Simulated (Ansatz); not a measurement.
Run report: CH6O2Si, molecular dynamics (part 1 of 3)

The run: molecular dynamics of CH6O2Si. Method and program: RHF/def2-SVP (Ansatz 0.2.0).

It belongs to a series of runs on one base structure; here: dynamics from the highest image of the converged band.

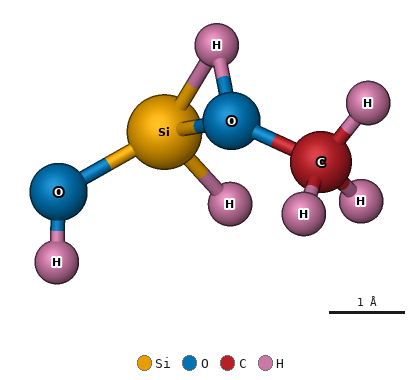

**Figure 1.** The starting structure (ball-and-stick view, seen at a tilt). Bond lengths as drawn: C–H 1.09 Å, C–O 1.41 Å, H–O 0.94 to 1.25 Å, H–Si 1.50 to 1.62 Å and O–Si 1.65 to 1.84 Å.

Summary

| quantity | value |
| --- | --- |
| outcome | finished |
| mean temperature over the second half | 2023 K |
| trajectory | 200 steps, 100 fs |
| ensemble | nve |
| temperature in the input | 300.0 K |
| time step | 0.5 fs |
| potential energy (last step) | −13054.1271 eV |
| mean-field energy (last step) | −13054.1271 eV |
| largest force (length of the vector) (last step) | 6.600 eV/Å |
| hardware | 1 thread of Arm Neoverse V2, 24 GiB of memory available, shared host |
| wall time | 4 min |
| peak memory | 0.15 GiB |

So short a trajectory is not equilibrated.

The input
```yaml
crystal:
  periodic: [false, false, false]
  atoms:
    - { symbol: Si, position_ang: [0.179885, 0.071881, -0.406934] }
    - { symbol: O, position_ang: [0.432978, 0.232204, 1.410851] }
    - { symbol: C, position_ang: [-0.083856, -0.461009, 2.521553] }
    - { symbol: H, position_ang: [-0.658281, -1.334343, 2.208666] }
    - { symbol: H, position_ang: [0.732555, -0.786304, 3.164468] }
    - { symbol: H, position_ang: [-0.729863, 0.207891, 3.089785] }
    - { symbol: H, position_ang: [1.399097, -0.041727, 0.660338] }
    - { symbol: O, position_ang: [-0.610895, 1.403919, -0.975944] }
    - { symbol: H, position_ang: [-1.554881, 1.417432, -0.994418] }
    - { symbol: H, position_ang: [-0.829538, -1.034343, -0.454667] }
basis:
  gaussian: { orbitals: def2-SVP }
hamiltonian:
  xc: hf
md:
  timestep: 0.5
  n_steps: 200
  ensemble: nve
  temperature: 300.0
  initial_velocities: maxwell_boltzmann
  seed: 11340
```

Run as:
```bash
ansatz run input.yaml --threads 1 --pin off --max-ram 2048MiB --backend cpu --events-out ev --progress --plain --runs-dir out
```

Output
```
Engine: ansatz 0.2.0, aarch64-unknown-linux-gnu
Functional definition: HF
  exchange = exact_x
  correlation = 0
946 factors; integrals over basis functions are off by at most 4.1e-4 eV
mean field evaluation 1: about -13049.9067 eV, gradient 3.9e1 eV
mean field evaluation 2: about -13049.9682 eV, gradient 3.9e1 eV
mean field evaluation 4: about -13053.1505 eV, gradient 3.4e0 eV
mean field evaluation 8: about -13053.1970 eV, gradient 1.1e-1 eV
mean field -13053.19710026 eV, -479.6961456597 hartree, gradient 1.4e-5 eV, S^2 0.000000; 0 other end points of the search recorded, 0 dependent functions left out
the calculation of the forces begins
reference -13053.19710026 eV, -479.6961456597 hartree; 21, 21 occupied and 69, 69 virtual orbitals, 946 factors
md step     0: t =     0.00 fs  T =   300.0 K  F+E_penalty+E_count = -13053.19710026 eV  E_kin = 0.310224 eV  conserved = -13052.88687626 eV  (35 SCF iters)
these checks for a lower state are left out or cut short: starts, cluster_reference, orbital_swaps, neighbouring_geometries, increment
946 factors; integrals over basis functions are off by at most 4.1e-4 eV
mean field evaluation 16: about -13053.1902 eV, gradient 2.7e-4 eV
mean field -13053.19015921 eV, -479.6958905808 hartree, gradient 3.5e-5 eV, S^2 0.000000; 0 other end points of the search recorded, 0 dependent functions left out
the calculation of the forces begins
reference -13053.19015921 eV, -479.6958905808 hartree; 21, 21 occupied and 69, 69 virtual orbitals, 946 factors
md step     1: t =     0.50 fs  T =   293.4 K  F+E_penalty+E_count = -13053.19015921 eV  E_kin = 0.303445 eV  conserved = -13052.88671444 eV  (35 SCF iters)
[... from here on the SCF iterations and repeated set-up lines of each step are left out, up to the last step ...]
md step     2: t =     1.00 fs  T =   276.4 K  F+E_penalty+E_count = -13053.17209713 eV  E_kin = 0.285865 eV  conserved = -13052.88623237 eV  (35 SCF iters)
md step     3: t =     1.50 fs  T =   256.0 K  F+E_penalty+E_count = -13053.15043344 eV  E_kin = 0.264754 eV  conserved = -13052.88567960 eV  (35 SCF iters)
md step     4: t =     2.00 fs  T =   240.1 K  F+E_penalty+E_count = -13053.13367825 eV  E_kin = 0.248307 eV  conserved = -13052.88537133 eV  (36 SCF iters)
md step     5: t =     2.50 fs  T =   233.2 K  F+E_penalty+E_count = -13053.12660510 eV  E_kin = 0.241151 eV  conserved = -13052.88545404 eV  (36 SCF iters)
md step     6: t =     3.00 fs  T =   234.3 K  F+E_penalty+E_count = -13053.12804381 eV  E_kin = 0.242238 eV  conserved = -13052.88580628 eV  (36 SCF iters)
md step     7: t =     3.50 fs  T =   238.4 K  F+E_penalty+E_count = -13053.13264980 eV  E_kin = 0.246485 eV  conserved = -13052.88616432 eV  (37 SCF iters)
md step     8: t =     4.00 fs  T =   240.4 K  F+E_penalty+E_count = -13053.13486783 eV  E_kin = 0.248548 eV  conserved = -13052.88631988 eV  (36 SCF iters)
md step     9: t =     4.50 fs  T =   237.9 K  F+E_penalty+E_count = -13053.13217637 eV  E_kin = 0.245962 eV  conserved = -13052.88621409 eV  (36 SCF iters)
md step    10: t =     5.00 fs  T =   232.3 K  F+E_penalty+E_count = -13053.12611250 eV  E_kin = 0.240204 eV  conserved = -13052.88590856 eV  (36 SCF iters)
md step    11: t =     5.50 fs  T =   228.1 K  F+E_penalty+E_count = -13053.12138623 eV  E_kin = 0.235869 eV  conserved = -13052.88551760 eV  (36 SCF iters)
md step    12: t =     6.00 fs  T =   231.1 K  F+E_penalty+E_count = -13053.12412700 eV  E_kin = 0.238979 eV  conserved = -13052.88514789 eV  (35 SCF iters)
md step    13: t =     6.50 fs  T =   246.9 K  F+E_penalty+E_count = -13053.14020954 eV  E_kin = 0.255345 eV  conserved = -13052.88486471 eV  (36 SCF iters)
md step    14: t =     7.00 fs  T =   280.0 K  F+E_penalty+E_count = -13053.17425106 eV  E_kin = 0.289578 eV  conserved = -13052.88467314 eV  (36 SCF iters)
md step    15: t =     7.50 fs  T =   333.7 K  F+E_penalty+E_count = -13053.22958724 eV  E_kin = 0.345069 eV  conserved = -13052.88451797 eV  (36 SCF iters)
md step    16: t =     8.00 fs  T =   410.9 K  F+E_penalty+E_count = -13053.30920041 eV  E_kin = 0.424884 eV  conserved = -13052.88431665 eV  (36 SCF iters)
md step    17: t =     8.50 fs  T =   515.4 K  F+E_penalty+E_count = -13053.41703544 eV  E_kin = 0.532999 eV  conserved = -13052.88403628 eV  (36 SCF iters)
md step    18: t =     9.00 fs  T =   652.5 K  F+E_penalty+E_count = -13053.55851274 eV  E_kin = 0.674739 eV  conserved = -13052.88377423 eV  (35 SCF iters)
md step    19: t =     9.50 fs  T =   827.1 K  F+E_penalty+E_count = -13053.73905531 eV  E_kin = 0.855304 eV  conserved = -13052.88375155 eV  (37 SCF iters)
md step    20: t =    10.00 fs  T =  1041.2 K  F+E_penalty+E_count = -13053.96080894 eV  E_kin = 1.076648 eV  conserved = -13052.88416061 eV  (34 SCF iters)
md step    21: t =    10.50 fs  T =  1290.8 K  F+E_penalty+E_count = -13054.21978590 eV  E_kin = 1.334800 eV  conserved = -13052.88498549 eV  (34 SCF iters)
md step    22: t =    11.00 fs  T =  1566.6 K  F+E_penalty+E_count = -13054.50598068 eV  E_kin = 1.619983 eV  conserved = -13052.88599734 eV  (34 SCF iters)
md step    23: t =    11.50 fs  T =  1856.3 K  F+E_penalty+E_count = -13054.80653673 eV  E_kin = 1.919594 eV  conserved = -13052.88694253 eV  (34 SCF iters)
md step    24: t =    12.00 fs  T =  2148.4 K  F+E_penalty+E_count = -13055.10934966 eV  E_kin = 2.221629 eV  conserved = -13052.88772109 eV  (33 SCF iters)
md step    25: t =    12.50 fs  T =  2433.2 K  F+E_penalty+E_count = -13055.40455342 eV  E_kin = 2.516152 eV  conserved = -13052.88840187 eV  (33 SCF iters)
md step    26: t =    13.00 fs  T =  2702.4 K  F+E_penalty+E_count = -13055.68359645 eV  E_kin = 2.794488 eV  conserved = -13052.88910797 eV  (33 SCF iters)
md step    27: t =    13.50 fs  T =  2947.2 K  F+E_penalty+E_count = -13055.93748927 eV  E_kin = 3.047596 eV  conserved = -13052.88989301 eV  (33 SCF iters)
md step    28: t =    14.00 fs  T =  3157.7 K  F+E_penalty+E_count = -13056.15597561 eV  E_kin = 3.265278 eV  conserved = -13052.89069737 eV  (34 SCF iters)
md step    29: t =    14.50 fs  T =  3323.7 K  F+E_penalty+E_count = -13056.32831465 eV  E_kin = 3.436932 eV  conserved = -13052.89138294 eV  (34 SCF iters)
md step    30: t =    15.00 fs  T =  3436.3 K  F+E_penalty+E_count = -13056.44524632 eV  E_kin = 3.553449 eV  conserved = -13052.89179744 eV  (33 SCF iters)
md step    31: t =    15.50 fs  T =  3490.5 K  F+E_penalty+E_count = -13056.50127695 eV  E_kin = 3.609457 eV  conserved = -13052.89181978 eV  (34 SCF iters)
md step    32: t =    16.00 fs  T =  3486.4 K  F+E_penalty+E_count = -13056.49659038 eV  E_kin = 3.605201 eV  conserved = -13052.89138983 eV  (33 SCF iters)
md step    33: t =    16.50 fs  T =  3430.5 K  F+E_penalty+E_count = -13056.43801251 eV  E_kin = 3.547458 eV  conserved = -13052.89055465 eV  (34 SCF iters)
md step    34: t =    17.00 fs  T =  3335.1 K  F+E_penalty+E_count = -13056.33826731 eV  E_kin = 3.448753 eV  conserved = -13052.88951399 eV  (33 SCF iters)
md step    35: t =    17.50 fs  T =  3214.8 K  F+E_penalty+E_count = -13056.21290458 eV  E_kin = 3.324325 eV  conserved = -13052.88857969 eV  (34 SCF iters)
md step    36: t =    18.00 fs  T =  3082.5 K  F+E_penalty+E_count = -13056.07559928 eV  E_kin = 3.187587 eV  conserved = -13052.88801233 eV  (34 SCF iters)
md step    37: t =    18.50 fs  T =  2946.1 K  F+E_penalty+E_count = -13055.93430670 eV  E_kin = 3.046461 eV  conserved = -13052.88784529 eV  (33 SCF iters)
md step    38: t =    19.00 fs  T =  2807.2 K  F+E_penalty+E_count = -13055.79079429 eV  E_kin = 2.902902 eV  conserved = -13052.88789219 eV  (32 SCF iters)
md step    39: t =    19.50 fs  T =  2664.8 K  F+E_penalty+E_count = -13055.64349199 eV  E_kin = 2.755581 eV  conserved = -13052.88791141 eV  (32 SCF iters)
md step    40: t =    20.00 fs  T =  2517.6 K  F+E_penalty+E_count = -13055.49119366 eV  E_kin = 2.603422 eV  conserved = -13052.88777143 eV  (32 SCF iters)
md step    41: t =    20.50 fs  T =  2367.1 K  F+E_penalty+E_count = -13055.33522932 eV  E_kin = 2.447759 eV  conserved = -13052.88747003 eV  (32 SCF iters)
md step    42: t =    21.00 fs  T =  2217.0 K  F+E_penalty+E_count = -13055.17962531 eV  E_kin = 2.292545 eV  conserved = -13052.88708001 eV  (35 SCF iters)
md step    43: t =    21.50 fs  T =  2072.7 K  F+E_penalty+E_count = -13055.02999082 eV  E_kin = 2.143291 eV  conserved = -13052.88669986 eV  (33 SCF iters)
md step    44: t =    22.00 fs  T =  1939.4 K  F+E_penalty+E_count = -13054.89191553 eV  E_kin = 2.005484 eV  conserved = -13052.88643149 eV  (33 SCF iters)
md step    45: t =    22.50 fs  T =  1820.9 K  F+E_penalty+E_count = -13054.76932015 eV  E_kin = 1.882963 eV  conserved = -13052.88635730 eV  (33 SCF iters)
md step    46: t =    23.00 fs  T =  1718.1 K  F+E_penalty+E_count = -13054.66318488 eV  E_kin = 1.776686 eV  conserved = -13052.88649864 eV  (34 SCF iters)
md step    47: t =    23.50 fs  T =  1629.0 K  F+E_penalty+E_count = -13054.57129694 eV  E_kin = 1.684523 eV  conserved = -13052.88677401 eV  (33 SCF iters)
md step    48: t =    24.00 fs  T =  1549.7 K  F+E_penalty+E_count = -13054.48955311 eV  E_kin = 1.602534 eV  conserved = -13052.88701926 eV  (34 SCF iters)
md step    49: t =    24.50 fs  T =  1477.1 K  F+E_penalty+E_count = -13054.41447292 eV  E_kin = 1.527391 eV  conserved = -13052.88708239 eV  (34 SCF iters)
md step    50: t =    25.00 fs  T =  1410.4 K  F+E_penalty+E_count = -13054.34542401 eV  E_kin = 1.458473 eV  conserved = -13052.88695147 eV  (34 SCF iters)
md step    51: t =    25.50 fs  T =  1351.9 K  F+E_penalty+E_count = -13054.28475642 eV  E_kin = 1.397979 eV  conserved = -13052.88677762 eV  (32 SCF iters)
md step    52: t =    26.00 fs  T =  1304.4 K  F+E_penalty+E_count = -13054.23560284 eV  E_kin = 1.348868 eV  conserved = -13052.88673438 eV  (33 SCF iters)
md step    53: t =    26.50 fs  T =  1269.3 K  F+E_penalty+E_count = -13054.19938844 eV  E_kin = 1.312534 eV  conserved = -13052.88685444 eV  (33 SCF iters)
md step    54: t =    27.00 fs  T =  1245.9 K  F+E_penalty+E_count = -13054.17538287 eV  E_kin = 1.288350 eV  conserved = -13052.88703284 eV  (32 SCF iters)
md step    55: t =    27.50 fs  T =  1233.1 K  F+E_penalty+E_count = -13054.16225961 eV  E_kin = 1.275079 eV  conserved = -13052.88718053 eV  (33 SCF iters)
md step    56: t =    28.00 fs  T =  1230.3 K  F+E_penalty+E_count = -13054.15953041 eV  E_kin = 1.272210 eV  conserved = -13052.88732052 eV  (32 SCF iters)
md step    57: t =    28.50 fs  T =  1237.7 K  F+E_penalty+E_count = -13054.16744047 eV  E_kin = 1.279922 eV  conserved = -13052.88751823 eV  (33 SCF iters)
md step    58: t =    29.00 fs  T =  1255.7 K  F+E_penalty+E_count = -13054.18622411 eV  E_kin = 1.298506 eV  conserved = -13052.88771801 eV  (32 SCF iters)
md step    59: t =    29.50 fs  T =  1285.5 K  F+E_penalty+E_count = -13054.21697303 eV  E_kin = 1.329331 eV  conserved = -13052.88764249 eV  (33 SCF iters)
md step    60: t =    30.00 fs  T =  1333.2 K  F+E_penalty+E_count = -13054.26547235 eV  E_kin = 1.378603 eV  conserved = -13052.88686944 eV  (33 SCF iters)
md step    61: t =    30.50 fs  T =  1414.0 K  F+E_penalty+E_count = -13054.34740777 eV  E_kin = 1.462141 eV  conserved = -13052.88526707 eV  (32 SCF iters)
md step    62: t =    31.00 fs  T =  1552.5 K  F+E_penalty+E_count = -13054.48895092 eV  E_kin = 1.605445 eV  conserved = -13052.88350594 eV  (33 SCF iters)
md step    63: t =    31.50 fs  T =  1772.4 K  F+E_penalty+E_count = -13054.71590078 eV  E_kin = 1.832805 eV  conserved = -13052.88309579 eV  (32 SCF iters)
md step    64: t =    32.00 fs  T =  2076.7 K  F+E_penalty+E_count = -13055.03268674 eV  E_kin = 2.147483 eV  conserved = -13052.88520361 eV  (34 SCF iters)
md step    65: t =    32.50 fs  T =  2435.2 K  F+E_penalty+E_count = -13055.40748805 eV  E_kin = 2.518198 eV  conserved = -13052.88929001 eV  (32 SCF iters)
md step    66: t =    33.00 fs  T =  2792.0 K  F+E_penalty+E_count = -13055.78055887 eV  E_kin = 2.887135 eV  conserved = -13052.89342398 eV  (32 SCF iters)
md step    67: t =    33.50 fs  T =  3089.6 K  F+E_penalty+E_count = -13056.09086376 eV  E_kin = 3.194880 eV  conserved = -13052.89598341 eV  (32 SCF iters)
md step    68: t =    34.00 fs  T =  3289.9 K  F+E_penalty+E_count = -13056.29862104 eV  E_kin = 3.401985 eV  conserved = -13052.89663570 eV  (32 SCF iters)
md step    69: t =    34.50 fs  T =  3379.7 K  F+E_penalty+E_count = -13056.39073065 eV  E_kin = 3.494845 eV  conserved = -13052.89588521 eV  (33 SCF iters)
md step    70: t =    35.00 fs  T =  3365.5 K  F+E_penalty+E_count = -13056.37452703 eV  E_kin = 3.480193 eV  conserved = -13052.89433381 eV  (32 SCF iters)
md step    71: t =    35.50 fs  T =  3266.0 K  F+E_penalty+E_count = -13056.26970408 eV  E_kin = 3.377288 eV  conserved = -13052.89241616 eV  (31 SCF iters)
md step    72: t =    36.00 fs  T =  3105.9 K  F+E_penalty+E_count = -13056.10222105 eV  E_kin = 3.211772 eV  conserved = -13052.89044903 eV  (31 SCF iters)
md step    73: t =    36.50 fs  T =  2911.7 K  F+E_penalty+E_count = -13055.89963638 eV  E_kin = 3.010951 eV  conserved = -13052.88868541 eV  (31 SCF iters)
md step    74: t =    37.00 fs  T =  2707.6 K  F+E_penalty+E_count = -13055.68718224 eV  E_kin = 2.799877 eV  conserved = -13052.88730563 eV  (31 SCF iters)
md step    75: t =    37.50 fs  T =  2512.7 K  F+E_penalty+E_count = -13055.48477504 eV  E_kin = 2.598370 eV  conserved = -13052.88640478 eV  (31 SCF iters)
md step    76: t =    38.00 fs  T =  2339.6 K  F+E_penalty+E_count = -13055.30532683 eV  E_kin = 2.419342 eV  conserved = -13052.88598502 eV  (32 SCF iters)
md step    77: t =    38.50 fs  T =  2193.8 K  F+E_penalty+E_count = -13055.15455570 eV  E_kin = 2.268601 eV  conserved = -13052.88595512 eV  (31 SCF iters)
md step    78: t =    39.00 fs  T =  2075.5 K  F+E_penalty+E_count = -13055.03233174 eV  E_kin = 2.146193 eV  conserved = -13052.88613880 eV  (31 SCF iters)
md step    79: t =    39.50 fs  T =  1981.6 K  F+E_penalty+E_count = -13054.93541788 eV  E_kin = 2.049112 eV  conserved = -13052.88630613 eV  (31 SCF iters)
md step    80: t =    40.00 fs  T =  1909.7 K  F+E_penalty+E_count = -13054.86100442 eV  E_kin = 1.974746 eV  conserved = -13052.88625839 eV  (31 SCF iters)
md step    81: t =    40.50 fs  T =  1860.3 K  F+E_penalty+E_count = -13054.80964104 eV  E_kin = 1.923685 eV  conserved = -13052.88595613 eV  (31 SCF iters)
md step    82: t =    41.00 fs  T =  1837.5 K  F+E_penalty+E_count = -13054.78570324 eV  E_kin = 1.900123 eV  conserved = -13052.88558074 eV  (32 SCF iters)
md step    83: t =    41.50 fs  T =  1846.3 K  F+E_penalty+E_count = -13054.79462135 eV  E_kin = 1.909208 eV  conserved = -13052.88541320 eV  (33 SCF iters)
md step    84: t =    42.00 fs  T =  1888.8 K  F+E_penalty+E_count = -13054.83873389 eV  E_kin = 1.953135 eV  conserved = -13052.88559919 eV  (33 SCF iters)
md step    85: t =    42.50 fs  T =  1962.3 K  F+E_penalty+E_count = -13054.91516907 eV  E_kin = 2.029124 eV  conserved = -13052.88604496 eV  (33 SCF iters)
md step    86: t =    43.00 fs  T =  2060.4 K  F+E_penalty+E_count = -13055.01721609 eV  E_kin = 2.130658 eV  conserved = -13052.88655790 eV  (34 SCF iters)
md step    87: t =    43.50 fs  T =  2176.0 K  F+E_penalty+E_count = -13055.13721533 eV  E_kin = 2.250176 eV  conserved = -13052.88703911 eV  (32 SCF iters)
md step    88: t =    44.00 fs  T =  2302.2 K  F+E_penalty+E_count = -13055.26815438 eV  E_kin = 2.380617 eV  conserved = -13052.88753756 eV  (32 SCF iters)
md step    89: t =    44.50 fs  T =  2432.0 K  F+E_penalty+E_count = -13055.40305281 eV  E_kin = 2.514860 eV  conserved = -13052.88819277 eV  (33 SCF iters)
md step    90: t =    45.00 fs  T =  2556.6 K  F+E_penalty+E_count = -13055.53293072 eV  E_kin = 2.643754 eV  conserved = -13052.88917717 eV  (33 SCF iters)
md step    91: t =    45.50 fs  T =  2662.9 K  F+E_penalty+E_count = -13055.64431213 eV  E_kin = 2.753632 eV  conserved = -13052.89067965 eV  (32 SCF iters)
md step    92: t =    46.00 fs  T =  2730.8 K  F+E_penalty+E_count = -13055.71673510 eV  E_kin = 2.823865 eV  conserved = -13052.89287038 eV  (32 SCF iters)
md step    93: t =    46.50 fs  T =  2732.1 K  F+E_penalty+E_count = -13055.72097693 eV  E_kin = 2.825212 eV  conserved = -13052.89576511 eV  (32 SCF iters)
md step    94: t =    47.00 fs  T =  2631.7 K  F+E_penalty+E_count = -13055.62023063 eV  E_kin = 2.721351 eV  conserved = -13052.89887922 eV  (33 SCF iters)
md step    95: t =    47.50 fs  T =  2396.8 K  F+E_penalty+E_count = -13055.37920149 eV  E_kin = 2.478470 eV  conserved = -13052.90073177 eV  (33 SCF iters)
md step    96: t =    48.00 fs  T =  2019.9 K  F+E_penalty+E_count = -13054.98746991 eV  E_kin = 2.088723 eV  conserved = -13052.89874738 eV  (32 SCF iters)
md step    97: t =    48.50 fs  T =  1552.5 K  F+E_penalty+E_count = -13054.49621217 eV  E_kin = 1.605420 eV  conserved = -13052.89079234 eV  (33 SCF iters)
md step    98: t =    49.00 fs  T =  1125.9 K  F+E_penalty+E_count = -13054.04315816 eV  E_kin = 1.164245 eV  conserved = -13052.87891349 eV  (32 SCF iters)
md step    99: t =    49.50 fs  T =   911.5 K  F+E_penalty+E_count = -13053.81384574 eV  E_kin = 0.942557 eV  conserved = -13052.87128842 eV  (34 SCF iters)
md step   100: t =    50.00 fs  T =  1011.9 K  F+E_penalty+E_count = -13053.92160397 eV  E_kin = 1.046421 eV  conserved = -13052.87518304 eV  (34 SCF iters)
md step   101: t =    50.50 fs  T =  1374.3 K  F+E_penalty+E_count = -13054.30839928 eV  E_kin = 1.421126 eV  conserved = -13052.88727309 eV  (32 SCF iters)
md step   102: t =    51.00 fs  T =  1830.2 K  F+E_penalty+E_count = -13054.79058652 eV  E_kin = 1.892624 eV  conserved = -13052.89796206 eV  (33 SCF iters)
md step   103: t =    51.50 fs  T =  2216.5 K  F+E_penalty+E_count = -13055.19416394 eV  E_kin = 2.292042 eV  conserved = -13052.90212161 eV  (33 SCF iters)
```
